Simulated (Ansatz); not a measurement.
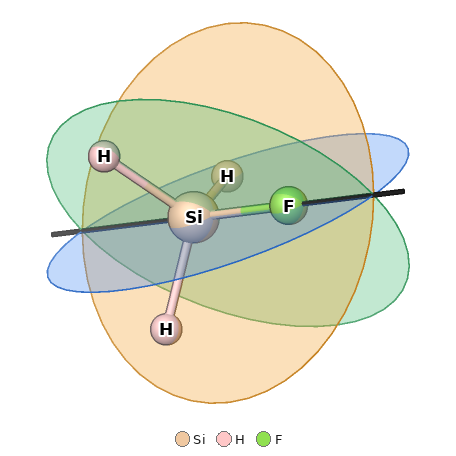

All proper rotation axes (lines) and mirror planes (discs) of the structure are drawn in. Distant atoms are faded towards the background colour. The geometry was computed by an optimisation with PBE0-D4/def2-TZVP.

### What is the order of each axis, and which point group results?

It has 1 C3 axis and 3 mirror planes. Point group C3v. The group has 6 operations. The geometry is achiral, and symmetry allows a dipole moment.
